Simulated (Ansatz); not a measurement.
# The perfect Ir wire along [110], 7 atoms a period

Aim: is the Ir wire along [110], 7 atoms a period a metal or a semiconductor?

Calculated with Ansatz 0.2.0; DFT PBE, plane waves, PAW; relaxation of a wire's period; PAW set soft_1, in the first sound run; inputs show where later runs differ.

### Step 1. The structure

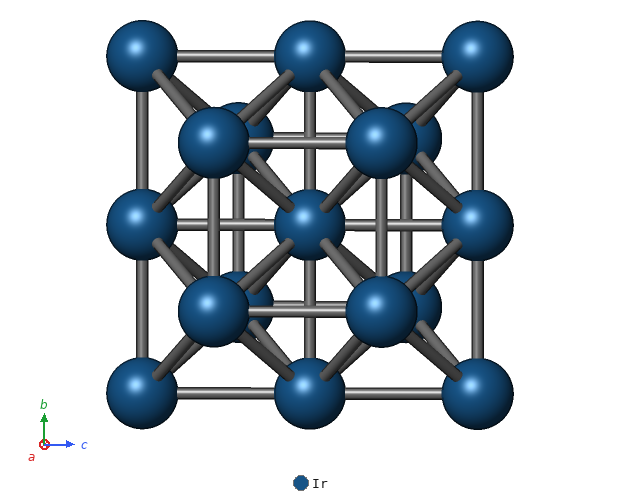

The cell as given, from the side, with the c axis across the page (iridium blue). 1×1×2 cells are drawn. Some periodic images of atoms are drawn too.

The cell holds 7 atoms: 7 Ir. Cell: a = 10.670 Å, b = 12.273 Å, c = 2.737 Å, α = 90.0°, β = 90.0°, γ = 90.0°. Vacuum lies along a and b. The structure's axis is c.

### Step 2. Relaxing the period

Band widths follow the bond lengths, so the wire is relaxed first. The atoms and the third cell vector are free; the box across stays fixed as vacuum. A Fermi-Dirac smearing is set since the result may be a metal. The pressure printed is a third of the stress's trace over the whole box, vacuum included; only the stress along the axis is relaxed.

input.yaml reads:

```yaml
crystal:
  lattice:
    - [10.67, 0.0, 0.0]
    - [0.0, 12.273, 0.0]
    - [0.0, 0.0, 2.7365032432]
  atoms:
    - { symbol: Ir, position: [0.5, 0.277030881, 0.0] }
    - { symbol: Ir, position: [0.5, 0.500000264, 0.0] }
    - { symbol: Ir, position: [0.318650422, 0.388515573, 0.5] }
    - { symbol: Ir, position: [0.318650422, 0.611484956, 0.5] }
    - { symbol: Ir, position: [0.681349578, 0.388515573, 0.5] }
    - { symbol: Ir, position: [0.681349578, 0.611484956, 0.5] }
    - { symbol: Ir, position: [0.5, 0.722969648, 0.0] }
kpoints:
  mp_grid: { grid: [1, 1, 30] }
scf:
  occupations: { method: fermi_dirac, width: 0.05 }
hamiltonian:
  xc: pbe
  pseudopotentials: { kind: paw, azcp: { folder: soft_1 } }
relax:
  cell: { fix: [a, b, alpha, beta, gamma] }
  max_steps: 45
  f_tol: 0.03
```

Run with:

```sh
> ansatz run input.yaml --threads 4 --pin off --max-ram 16384MiB --backend cpu --events-out ev --progress --plain --runs-dir out
```

Numbers of over 12 decimals in the logs are rounded to 6 here.

Log:

```text
Engine: ansatz 0.2.0, aarch64-unknown-linux-gnu
Pseudopotentials: kind: paw
Pseudopotential: Ir, paw, valence charge 17, recommended cutoff 420 eV (normal), soft_1/Ir.paw.azcp
Functional definition: PBE
  parameter kappa = 0.804
  parameter beta = 0.066725
  exchange = pbe_x(kappa = kappa, mu = beta*pi^2/3)
  correlation = pbe_c(beta = beta)
Crystal: 7 atoms, lattice volume = 358.353 Å³
Basis set: ecut = 420 eV, 7047 PW (Γ), exchange–correlation on 144×180×40 points (8 copies of the dense FFT grid, shifted against one another)
Bands: 72, of which v1, the nominal top of the filled ones, is band 60 counted from 1 (59 counted from 0)
Symmetry: 8 space group operations
Space group: Pmmm (ITA 47), of the structure as read, at distance tolerance 7.1e-5 Å
k-points: 16 of 30
Non-local potential: Ir, projectors of the file, l = 0: 3, l = 1: 2, l = 2: 2, l = 3: 1
PAW form: soft (Blöchl's): semilocal exchange-correlation on the pseudo side does not see the compensation charge
PAW one-centre angular grid: Ir, 590 points (default); XC on 64 Gauss nodes
Initial density: superposition of atomic densities (neutral atoms: chi_scale 0, normalization atom)
Initial wavefunctions: pseudopotential atomic-orbital guess
Functional: x = pbe(κ = 0.804, μ = 0.219515), c = pbe(β = 0.066725)
SCF iter   1: F=—  HF=-83547.464133 eV  |F-HF|=—  |Δ(HF+E_count)|=         —  Δρ=2.95e-2  dr2=7.55e0  ethr=3.10e-3  ⟨swp⟩=8.1  Hψ=4912  notcnv=0  defer=3
preconditioner: auto → LDOS  [metal: Δε(μ)=0.012 eV  Ē_g=5.007 eV  σ=0.050 eV  W_gap=0.06  n_scr=50 (ndim 8)  ℏωp=15.6 eV  f_vac=0.557  D(μ)=19.43/eV (n_scr^D=204)  β→1.0]
SCF iter   2: F=—  HF=-83547.889353 eV  |F-HF|=—  |Δ(HF+E_count)|=   4.25e-1  Δρ=3.23e-2  dr2=1.04e1  ethr=3.10e-3  ⟨swp⟩=3.5  Hψ=3007  notcnv=0  defer=26
SCF iter   3: F=—  HF=-83545.886406 eV  |F-HF|=—  |Δ(HF+E_count)|=    2.00e0  Δρ=6.80e-3  dr2=2.96e-1  ethr=3.10e-3  ⟨swp⟩=2.9  Hψ=2050  notcnv=0  defer=23
SCF iter   4: F=—  HF=-83545.850815 eV  |F-HF|=—  |Δ(HF+E_count)|=   3.56e-2  Δρ=3.26e-3  dr2=3.65e-2  ethr=2.49e-4  ⟨swp⟩=3.6  Hψ=2505  notcnv=0  defer=23
SCF iter   5: F=—  HF=-83545.846799 eV  |F-HF|=—  |Δ(HF+E_count)|=   4.02e-3  Δρ=9.32e-4  dr2=2.76e-3  ethr=3.07e-5  ⟨swp⟩=2.0  Hψ=1759  notcnv=0  defer=24
SCF iter   6: F=—  HF=-83545.847255 eV  |F-HF|=—  |Δ(HF+E_count)|=   4.56e-4  Δρ=3.00e-4  dr2=4.12e-4  ethr=2.32e-6  ⟨swp⟩=2.0  Hψ=1681  notcnv=0  defer=24
SCF iter   7: F=—  HF=-83545.847280 eV  |F-HF|=—  |Δ(HF+E_count)|=   2.50e-5  Δρ=1.45e-4  dr2=1.65e-4  ethr=3.46e-7  ⟨swp⟩=2.0  Hψ=1643  notcnv=0  defer=24
SCF iter   8: F=—  HF=-83545.847270 eV  |F-HF|=—  |Δ(HF+E_count)|=   1.02e-5  Δρ=5.49e-5  dr2=3.24e-5  ethr=1.39e-7  ⟨swp⟩=2.2  Hψ=1353  notcnv=0  defer=24
SCF iter   9: F=—  HF=-83545.847493 eV  |F-HF|=—  |Δ(HF+E_count)|=   2.24e-4  Δρ=2.27e-5  dr2=6.75e-6  ethr=2.73e-8  ⟨swp⟩=1.9  Hψ=1393  notcnv=0  defer=24
SCF iter  10: F=—  HF=-83545.847493 eV  |F-HF|=—  |Δ(HF+E_count)|=   4.92e-7  Δρ=9.46e-6  dr2=9.63e-7  ethr=5.67e-9  ⟨swp⟩=2.1  Hψ=1499  notcnv=0  defer=24
SCF iter  11: F=—  HF=-83545.847493 eV  |F-HF|=—  |Δ(HF+E_count)|=   2.17e-9  Δρ=4.31e-6  dr2=1.67e-7  ethr=8.09e-10  ⟨swp⟩=1.7  Hψ=1313  notcnv=0  defer=24
SCF iter  12: F=-83545.847493 eV  HF=-83545.847493 eV  |F-HF|=3.92e-8  |Δ(HF+E_count)|=   2.51e-8  Δρ=1.73e-6  dr2=4.24e-8  ethr=8.40e-11  ⟨swp⟩=4.4  Hψ=3713  notcnv=0
SCF 1 converged in 12 iterations: F = -83545.847493 eV  dr2 = 4.24e-8
  greatest PAW one-centre occupation: 1.000 electrons in one spin orbital (limit 2), on the Ir atom at site 1 (counted from 0), in its partial waves of l = 0
relax step   1: F+E_penalty+E_count = -83545.84749296 eV  Δ(F+E_penalty+E_count) = +0.000e0 eV  max|allowed force component| = 2.217e0 eV/Å  Δτ_max = 0.0000 Å  P = -6.967 GPa  Ω = 358.353 Å³  fix = [a, b, alpha, beta, gamma]  reactions: a -5.761, b -6.105 GPa  (12 SCF iters, dr2 threshold 1.00e-7 eV, accepted)
Crystal: 7 atoms, lattice volume = 344.187 Å³
Basis set: ecut = 420 eV, 6755 PW (Γ), exchange–correlation on 144×180×40 points (8 copies of the dense FFT grid, shifted against one another)
Initial density: handed on by an earlier stage of this run
Initial wavefunctions: those handed on with the density
iter 1 solved again at ethr=9.25e-4 eV; its pass at ethr=3.10e-3 eV (dr2=1.10e0 eV) is discarded
SCF iter   1: F=—  HF=-83546.520122 eV  |F-HF|=—  |Δ(HF+E_count)|=         —  Δρ=1.30e-2  dr2=1.12e0  ethr=9.25e-4  ⟨swp⟩=1.8  Hψ=5800  notcnv=0
preconditioner: auto → LDOS  [metal: Δε(μ)=0.019 eV  Ē_g=5.807 eV  σ=0.050 eV  W_gap=0.10  n_scr=50 (ndim 8)  ℏωp=15.9 eV  f_vac=0.593  D(μ)=11.59/eV (n_scr^D=74)  β→1.0]
SCF iter   2: F=—  HF=-83546.541797 eV  |F-HF|=—  |Δ(HF+E_count)|=   2.17e-2  Δρ=7.59e-3  dr2=5.12e-1  ethr=9.25e-4  ⟨swp⟩=3.4  Hψ=2319  notcnv=0
SCF iter   3: F=—  HF=-83546.430358 eV  |F-HF|=—  |Δ(HF+E_count)|=   1.11e-1  Δρ=2.43e-3  dr2=5.95e-2  ethr=4.30e-4  ⟨swp⟩=2.4  Hψ=2016  notcnv=0  defer=27
SCF iter   4: F=—  HF=-83546.422345 eV  |F-HF|=—  |Δ(HF+E_count)|=   8.01e-3  Δρ=8.97e-4  dr2=7.08e-3  ethr=5.00e-5  ⟨swp⟩=2.4  Hψ=1807  notcnv=0  defer=27
SCF iter   5: F=—  HF=-83546.422381 eV  |F-HF|=—  |Δ(HF+E_count)|=   3.67e-5  Δρ=2.76e-4  dr2=2.94e-4  ethr=5.95e-6  ⟨swp⟩=2.2  Hψ=1602  notcnv=0  defer=27
SCF iter   6: F=—  HF=-83546.422647 eV  |F-HF|=—  |Δ(HF+E_count)|=   2.66e-4  Δρ=8.25e-5  dr2=4.84e-5  ethr=2.47e-7  ⟨swp⟩=2.3  Hψ=1812  notcnv=0  defer=27
SCF iter   7: F=—  HF=-83546.422655 eV  |F-HF|=—  |Δ(HF+E_count)|=   7.93e-6  Δρ=3.02e-5  dr2=4.32e-6  ethr=4.07e-8  ⟨swp⟩=2.1  Hψ=1542  notcnv=0  defer=27
SCF iter   8: F=-83546.422655 eV  HF=-83546.422655 eV  |F-HF|=5.22e-8  |Δ(HF+E_count)|=   8.52e-8  Δρ=8.15e-6  dr2=2.49e-7  ethr=5.88e-10  ⟨swp⟩=6.0  Hψ=4976  notcnv=0
SCF 2 converged in 8 iterations: F = -83546.422655 eV  dr2 = 2.49e-7
relax step   2: F+E_penalty+E_count = -83546.42265484 eV  Δ(F+E_penalty+E_count) = -5.752e-1 eV  max|allowed force component| = 1.907e0 eV/Å  Δτ_max = 0.1950 Å  P = +5.207 GPa  Ω = 344.187 Å³  energy of the carried Pulay correction = +1.895e-3 eV  fix = [a, b, alpha, beta, gamma]  reactions: a +5.671, b +5.443 GPa  (8 SCF iters, dr2 threshold 7.00e-7 eV, accepted)
Crystal: 7 atoms, lattice volume = 346.496 Å³
Basis set: ecut = 420 eV, 6823 PW (Γ), exchange–correlation on 144×180×40 points (8 copies of the dense FFT grid, shifted against one another)
iter 1 solved again at ethr=3.20e-4 eV; its pass at ethr=3.10e-3 eV (dr2=3.81e-1 eV) is discarded
SCF iter   1: F=—  HF=-83546.810521 eV  |F-HF|=—  |Δ(HF+E_count)|=         —  Δρ=7.12e-3  dr2=3.39e-1  ethr=3.20e-4  ⟨swp⟩=2.2  Hψ=5656  notcnv=0
preconditioner: auto → LDOS  [metal: Δε(μ)=0.012 eV  Ē_g=5.252 eV  σ=0.050 eV  W_gap=0.06  n_scr=50 (ndim 8)  ℏωp=15.8 eV  f_vac=0.574  D(μ)=17.44/eV (n_scr^D=166)  β→1.0]
SCF iter   2: F=—  HF=-83546.811153 eV  |F-HF|=—  |Δ(HF+E_count)|=   6.32e-4  Δρ=4.25e-3  dr2=1.29e-1  ethr=2.85e-4  ⟨swp⟩=2.5  Hψ=1867  notcnv=0
SCF iter   3: F=—  HF=-83546.789028 eV  |F-HF|=—  |Δ(HF+E_count)|=   2.21e-2  Δρ=1.78e-3  dr2=4.13e-2  ethr=1.08e-4  ⟨swp⟩=2.1  Hψ=2072  notcnv=0  defer=25
SCF iter   4: F=—  HF=-83546.785525 eV  |F-HF|=—  |Δ(HF+E_count)|=   3.50e-3  Δρ=9.95e-4  dr2=1.15e-2  ethr=3.47e-5  ⟨swp⟩=2.0  Hψ=1701  notcnv=0  defer=25
SCF iter   5: F=—  HF=-83546.784748 eV  |F-HF|=—  |Δ(HF+E_count)|=   7.77e-4  Δρ=2.78e-4  dr2=1.09e-3  ethr=9.66e-6  ⟨swp⟩=1.6  Hψ=1213  notcnv=0  defer=25
SCF iter   6: F=—  HF=-83546.784746 eV  |F-HF|=—  |Δ(HF+E_count)|=   1.95e-6  Δρ=7.85e-5  dr2=4.07e-5  ethr=9.15e-7  ⟨swp⟩=2.0  Hψ=1583  notcnv=0  defer=25
SCF iter   7: F=—  HF=-83546.784974 eV  |F-HF|=—  |Δ(HF+E_count)|=   2.29e-4  Δρ=2.31e-5  dr2=7.26e-6  ethr=3.42e-8  ⟨swp⟩=2.6  Hψ=1822  notcnv=0  defer=25
SCF iter   8: F=—  HF=-83546.784974 eV  |F-HF|=—  |Δ(HF+E_count)|=   5.77e-8  Δρ=9.65e-6  dr2=1.46e-6  ethr=6.10e-9  ⟨swp⟩=2.1  Hψ=1464  notcnv=0  defer=25
SCF iter   9: F=-83546.784974 eV  HF=-83546.784974 eV  |F-HF|=9.83e-8  |Δ(HF+E_count)|=   3.16e-8  Δρ=4.97e-6  dr2=1.37e-7  ethr=5.88e-10  ⟨swp⟩=5.0  Hψ=4426  notcnv=0
SCF 3 converged in 9 iterations: F = -83546.784974 eV  dr2 = 1.37e-7
relax step   3: F+E_penalty+E_count = -83546.78497427 eV  Δ(F+E_penalty+E_count) = -3.623e-1 eV  max|allowed force component| = 4.652e-1 eV/Å  Δτ_max = 0.0892 Å  P = -1.123 GPa  Ω = 346.496 Å³  energy of the carried Pulay correction = +1.577e-3 eV  fix = [a, b, alpha, beta, gamma]  reactions: a -1.032, b -1.046 GPa  (9 SCF iters, dr2 threshold 7.00e-7 eV, accepted)
Crystal: 7 atoms, lattice volume = 345.478 Å³
Basis set: ecut = 420 eV, 6791 PW (Γ), exchange–correlation on 144×180×40 points (8 copies of the dense FFT grid, shifted against one another)
iter 1 solved again at ethr=1.52e-5 eV; its pass at ethr=3.10e-3 eV (dr2=1.81e-2 eV) is discarded
SCF iter   1: F=—  HF=-83546.807948 eV  |F-HF|=—  |Δ(HF+E_count)|=         —  Δρ=1.48e-3  dr2=1.80e-2  ethr=1.52e-5  ⟨swp⟩=2.4  Hψ=4460  notcnv=0
preconditioner: auto → LDOS  [metal: Δε(μ)=0.005 eV  Ē_g=5.362 eV  σ=0.050 eV  W_gap=0.02  n_scr=50 (ndim 8)  ℏωp=15.9 eV  f_vac=0.578  D(μ)=16.28/eV (n_scr^D=148)  β→1.0]
SCF iter   2: F=—  HF=-83546.807648 eV  |F-HF|=—  |Δ(HF+E_count)|=   3.00e-4  Δρ=7.51e-4  dr2=5.04e-3  ethr=1.51e-5  ⟨swp⟩=2.0  Hψ=1702  notcnv=0
SCF iter   3: F=—  HF=-83546.807032 eV  |F-HF|=—  |Δ(HF+E_count)|=   6.16e-4  Δρ=3.89e-4  dr2=1.64e-3  ethr=4.24e-6  ⟨swp⟩=2.0  Hψ=1651  notcnv=0
SCF iter   4: F=—  HF=-83546.806848 eV  |F-HF|=—  |Δ(HF+E_count)|=   1.83e-4  Δρ=1.44e-4  dr2=2.02e-4  ethr=1.37e-6  ⟨swp⟩=2.0  Hψ=1587  notcnv=0
SCF iter   5: F=—  HF=-83546.807063 eV  |F-HF|=—  |Δ(HF+E_count)|=   2.15e-4  Δρ=4.23e-5  dr2=1.68e-5  ethr=1.70e-7  ⟨swp⟩=2.0  Hψ=1522  notcnv=0
SCF iter   6: F=—  HF=-83546.807063 eV  |F-HF|=—  |Δ(HF+E_count)|=   2.09e-7  Δρ=1.38e-5  dr2=1.76e-6  ethr=1.41e-8  ⟨swp⟩=1.9  Hψ=1564  notcnv=0
SCF iter   7: F=-83546.807063 eV  HF=-83546.807063 eV  |F-HF|=1.64e-7  |Δ(HF+E_count)|=   1.73e-7  Δρ=5.80e-6  dr2=2.14e-7  ethr=5.88e-10  ⟨swp⟩=5.1  Hψ=4257  notcnv=0
SCF 4 converged in 7 iterations: F = -83546.807063 eV  dr2 = 2.14e-7
relax step   4: F+E_penalty+E_count = -83546.80706314 eV  Δ(F+E_penalty+E_count) = -2.209e-2 eV  max|allowed force component| = 7.924e-2 eV/Å  Δτ_max = 0.0195 Å  P = -0.136 GPa  Ω = 345.478 Å³  energy of the carried Pulay correction = +1.717e-3 eV  fix = [a, b, alpha, beta, gamma]  reactions: a -0.156, b -0.080 GPa  (7 SCF iters, dr2 threshold 7.00e-7 eV, accepted)
Crystal: 7 atoms, lattice volume = 345.371 Å³
iter 1 solved again at ethr=1.49e-6 eV; its pass at ethr=3.10e-3 eV (dr2=1.78e-3 eV) is discarded
SCF iter   1: F=—  HF=-83546.807782 eV  |F-HF|=—  |Δ(HF+E_count)|=         —  Δρ=6.14e-4  dr2=1.78e-3  ethr=1.49e-6  ⟨swp⟩=2.0  Hψ=4249  notcnv=0
preconditioner: auto → LDOS  [metal: Δε(μ)=0.010 eV  Ē_g=5.366 eV  σ=0.050 eV  W_gap=0.05  n_scr=50 (ndim 8)  ℏωp=15.9 eV  f_vac=0.578  D(μ)=16.15/eV (n_scr^D=148)  β→1.0]
SCF iter   2: F=—  HF=-83546.807729 eV  |F-HF|=—  |Δ(HF+E_count)|=   5.29e-5  Δρ=3.14e-4  dr2=9.74e-4  ethr=1.49e-6  ⟨swp⟩=2.0  Hψ=1657  notcnv=0
SCF iter   3: F=—  HF=-83546.807611 eV  |F-HF|=—  |Δ(HF+E_count)|=   1.18e-4  Δρ=1.55e-4  dr2=1.51e-4  ethr=8.18e-7  ⟨swp⟩=2.1  Hψ=1660  notcnv=0
SCF iter   4: F=—  HF=-83546.807844 eV  |F-HF|=—  |Δ(HF+E_count)|=   2.33e-4  Δρ=6.03e-5  dr2=2.68e-5  ethr=1.27e-7  ⟨swp⟩=2.0  Hψ=1624  notcnv=0
SCF iter   5: F=—  HF=-83546.807842 eV  |F-HF|=—  |Δ(HF+E_count)|=   2.25e-6  Δρ=1.69e-5  dr2=2.56e-6  ethr=2.25e-8  ⟨swp⟩=2.1  Hψ=1616  notcnv=0
SCF iter   6: F=-83546.807842 eV  HF=-83546.807842 eV  |F-HF|=2.91e-8  |Δ(HF+E_count)|=   5.35e-8  Δρ=4.65e-6  dr2=7.48e-8  ethr=3.30e-10  ⟨swp⟩=3.9  Hψ=4720  notcnv=0
SCF 5 converged in 6 iterations: F = -83546.807842 eV  dr2 = 7.48e-8
relax step   5: F+E_penalty+E_count = -83546.80784190 eV  Δ(F+E_penalty+E_count) = -7.788e-4 eV  max|allowed force component| = 9.957e-3 eV/Å  Δτ_max = 0.0044 Å  P = +0.014 GPa  Ω = 345.371 Å³  energy of the carried Pulay correction = +1.732e-3 eV  fix = [a, b, alpha, beta, gamma]  reactions: a +0.001, b +0.045 GPa  (6 SCF iters, dr2 threshold 3.92e-7 eV, accepted)
Basis set: ecut = 420 eV, 6791 PW (Γ), exchange–correlation on 144×180×36 points (8 copies of the dense FFT grid, shifted against one another)
Initial wavefunctions: pseudopotential atomic-orbital guess (no wavefunctions were taken with the density)
iter 1 solved again at ethr=1.29e-6 eV; its pass at ethr=3.10e-3 eV (dr2=1.54e-3 eV) is discarded
SCF iter   1: F=—  HF=-83546.805117 eV  |F-HF|=—  |Δ(HF+E_count)|=         —  Δρ=7.28e-5  dr2=3.15e-6  ethr=1.29e-6  ⟨swp⟩=4.1  Hψ=8573  notcnv=0
eigensolver tolerance schedule: the retry pair's looser diagonalisation over-reported the residual by 488.11 of it (diagonalisation noise at 0.26 of the residual, at the tolerance the schedule requests for it); recorded, not acted on — ethr = c·dr2/N_el stays at c = 1.0e-1
preconditioner: auto → LDOS  [metal: Δε(μ)=0.009 eV  Ē_g=5.366 eV  σ=0.050 eV  W_gap=0.04  n_scr=50 (ndim 8)  ℏωp=15.9 eV  f_vac=0.578  D(μ)=16.23/eV (n_scr^D=148)  β→1.0]
SCF iter   2: F=—  HF=-83546.805623 eV  |F-HF|=—  |Δ(HF+E_count)|=   5.06e-4  Δρ=1.98e-5  dr2=7.51e-7  ethr=2.65e-9  ⟨swp⟩=3.1  Hψ=2695  notcnv=0
SCF iter   3: F=—  HF=-83546.805623 eV  |F-HF|=—  |Δ(HF+E_count)|=   2.04e-7  Δρ=6.87e-6  dr2=1.20e-7  ethr=6.31e-10  ⟨swp⟩=2.1  Hψ=2062  notcnv=0
SCF iter   4: F=—  HF=-83546.805623 eV  |F-HF|=—  |Δ(HF+E_count)|=   2.69e-8  Δρ=1.57e-6  dr2=1.39e-8  ethr=1.01e-10  ⟨swp⟩=3.6  Hψ=2548  notcnv=0
SCF iter   5: F=—  HF=-83546.805623 eV  |F-HF|=—  |Δ(HF+E_count)|=   1.86e-9  Δρ=5.43e-7  dr2=2.44e-9  ethr=1.17e-11  ⟨swp⟩=2.3  Hψ=1674  notcnv=0
SCF iter   6: F=—  HF=-83546.805623 eV  |F-HF|=—  |Δ(HF+E_count)|=  1.31e-10  Δρ=2.53e-7  dr2=4.06e-10  ethr=2.05e-12  ⟨swp⟩=2.2  Hψ=1658  notcnv=0
SCF iter   7: F=—  HF=-83546.805623 eV  |F-HF|=—  |Δ(HF+E_count)|=  7.28e-11  Δρ=1.15e-7  dr2=1.07e-10  ethr=1.00e-12  ⟨swp⟩=6.0  Hψ=4760  notcnv=0
SCF iter   8: F=-83546.805623 eV  HF=-83546.805623 eV  |F-HF|=0.00e0  |Δ(HF+E_count)|=  1.46e-11  Δρ=2.59e-8  dr2=4.57e-12  ethr=1.00e-12  ⟨swp⟩=5.0  Hψ=3679  notcnv=0
SCF 6 converged in 8 iterations: F = -83546.805623 eV  dr2 = 4.57e-12
relax step   6: F+E_penalty+E_count = -83546.80562313 eV  Δ(F+E_penalty+E_count) = +2.219e-3 eV  max|allowed force component| = 1.031e-2 eV/Å  Δτ_max = 0.0000 Å  P = +0.020 GPa  Ω = 345.371 Å³  fix = [a, b, alpha, beta, gamma]  reactions: a +0.007, b +0.049 GPa  stress off target by 3.39e-3 GPa on what of the cell is left free  SCF on the basis re-selected at this cell (its energy is not comparable with the rows above)  (8 SCF iters)
basis re-selected at this cell: Δ(F+E_penalty+E_count) = +2.219e-3 eV, ΔP = +0.006 GPa vs the last step (what re-selecting the basis moved, of the pressure what is left beyond the Pulay correction that the steps carried, after the strain that the cell walked since its last selection, with what the two solves' SCF thresholds leave and, on support functions, any second-order correction that the steps lacked; it is no measure of the basis error at this ecutwfc). The dense FFT grid was sized anew with the basis: this SCF ran on 72×90×18 points, the steps before it on 72×90×20, so part of this shift can come from that change (see relax.cell in the input reference). [rest of the remark cut]
SCF converged after 8 iterations
Free energy (F): -83546.805623 eV
Harris-Foulkes:  -83546.805623 eV  (|F-HF|=0.00e0)
Internal energy: -83546.673319 eV  (E = F + TS)
E sigma→0 (E₀):  -83546.739471 eV
Entropy (-TS):   -0.132304 eV (-18.901 meV/atom)
Fermi energy:    3.699502 eV
--- Per-component energies (eV) ---
  E_band       = -3135.339658
  E_kinetic    = 3773.792458
  E_local      = -58921.295460  (includes V_loc(G=0)·N_el)
  E_nonlocal   = 1336.406461
  E_hartree    = 27212.117955
  E_xc         = -1599.980296
  E_vxc        = -1780.302311  (∫ρ·V_xc dr)
  E_paw        = -64858.798346  (= ΣΔE_a)
  E_vpaw       = -1968.179013  (= ΣTr[D̂ρ^β])
  E_aug_tail   = 0.002472  (compensation charges beyond the density's cutoff)
  E_ewald      = 9511.081436
  E_smearing   = -0.132304  (= −TS)
  E_closure    = 0.000000  (closes the sum)
  Σ components = -83546.805623   (vs F -83546.805623, Δ=0.00e0)
--- Forces (eV/Å), atoms counted from 1 ---
  atom   1  Ir     0.00000000    -0.01031480     0.00000000
  atom   2  Ir     0.00000000     0.00000000     0.00000000
  atom   3  Ir     0.00920647     0.00794929     0.00000000
  atom   4  Ir     0.00920647    -0.00794929     0.00000000
  atom   5  Ir    -0.00920647     0.00794929     0.00000000
  atom   6  Ir    -0.00920647    -0.00794929     0.00000000
  atom   7  Ir     0.00000000     0.01031480     0.00000000
  max |Σ_I F_I| component: 1.73e-18 eV/Å
--- Stress (GPa, compression-positive) ---
        0.007497       0.000000       0.000000
        0.000000       0.049162       0.000000
        0.000000       0.000000       0.003393
  P = ⅓ Tr σ = 0.0200 GPa (0.200 kbar)
--- Relaxed structure (5 steps of the walk, 5 accepted, 1 SCFs on fresh bases) ---
  F+E_penalty+E_count = -83546.80562313 eV   max|allowed force component| = 1.031e-2 eV/Å   (the final SCF, on the basis selected at the relaxed cell)
  cell:  # Å, volume = 345.3709 Å³
    - [10.67, 0.0, 0.0]
    - [0.0, 12.273, 0.0]
    - [0.0, 0.0, 2.637367]
  atoms:
    - { symbol: Ir, position: [0.5, 0.287640, 0.0] }
    - { symbol: Ir, position: [0.5, 0.5, 0.0] }
    - { symbol: Ir, position: [0.324594, 0.390036, 0.5] }
    - { symbol: Ir, position: [0.324594, 0.609964, 0.5] }
    - { symbol: Ir, position: [0.675406, 0.390036, 0.5] }
    - { symbol: Ir, position: [0.675406, 0.609964, 0.5] }
    - { symbol: Ir, position: [0.5, 0.712360, 0.0] }
```

Wall time 38 s (4 threads of Arm Neoverse V1, shared host); peak memory 0.96 GiB.

[end of part 1 of 2]

[Logs are printed without paths, hosts, clocks, repeated set-up lines and the standing remarks that a program may print on its own settings, such as how far it seeks lower states.]

[Hosts, paths, dates, database ids (printed as entryN), source tags and the programs' standing remarks are cut or masked in the printed files.]
